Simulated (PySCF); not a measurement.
System: C$_{6}$H$_{10}$SSi (charge +1, doublet).

```xyz
18

Si    2.9304    0.1533   -0.9134
S     1.8506   -0.7874    0.8368
C     0.2278   -0.3512    0.5564
C    -0.5955    0.4394   -0.4779
C    -1.5360   -0.7732   -0.5940
C    -1.0743   -1.1781    0.7905
C    -0.8794    0.0553    1.5780
C    -1.2177    1.2316    0.6858
H     4.2870   -0.2509   -0.6021
H     2.2694   -0.4920   -2.0405
H     2.5826    1.5590   -0.7483
H    -0.2004    0.9372   -1.3545
H    -1.2381   -1.4869   -1.3572
H    -2.5968   -0.5410   -0.6892
H    -1.1139   -2.1602    1.2299
H    -0.7632    0.0611    2.6482
H    -0.6627    2.1280    0.9494
H    -2.2783    1.4623    0.5858
```

Geometry: GFN2-xTB.

All numbers below come from UKS B3LYP, pcH-1 on C H S Si, non-relativistic, mean-field spin-orbit, GIAO (PySCF 2.14.0, density-fitted response routines).

### Predict the electron density, electron localisation function and spin density between the atoms.

C–S (1.70 Å): ρ is about 1.4 e/Å³ halfway; the ELF peaks at about 0.90 between the atoms (a covalent bond).
Si–S (2.26 Å): ρ is about 0.73 e/Å³ halfway; the ELF peaks at about 0.95 between the atoms; localised, covalent bonding.
C–H (1.08 Å): the density is about 2.1 e/Å³ at the midpoint; the ELF climbs to about 1 towards the hydrogen, as it does in any bond to H; an ordinary covalent bond to hydrogen.
C–C (1.54 Å): ρ is about 1.6 e/Å³ halfway; the ELF peaks at about 0.90 between the atoms; a covalent bond.
The unpaired spin (1 electron) lies mostly on S2 (about 0.4), C3 (about 0.2), C6 (about 0.1) and C7 (about 0.1), in electrons by Hirshfeld's partition.

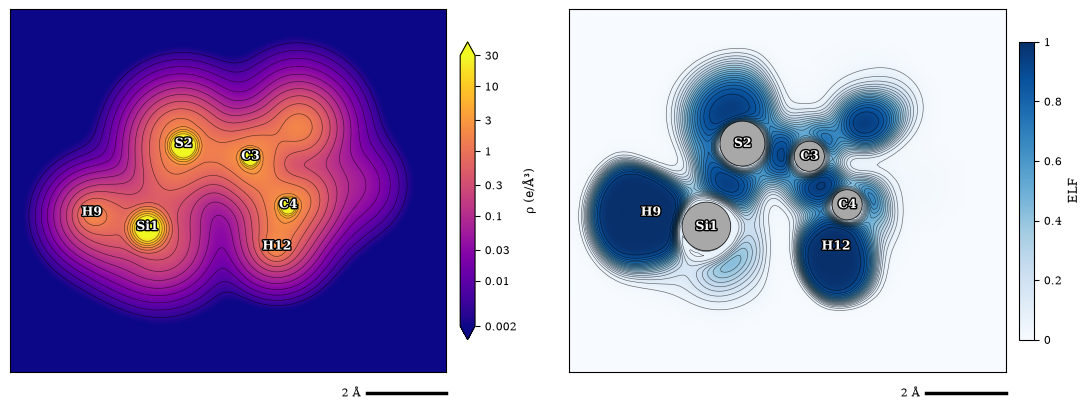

Computed electron density and electron localisation function on the plane of atoms S2, Si1 and H9, in this order. Grey discs cover the atomic cores in the ELF map. 
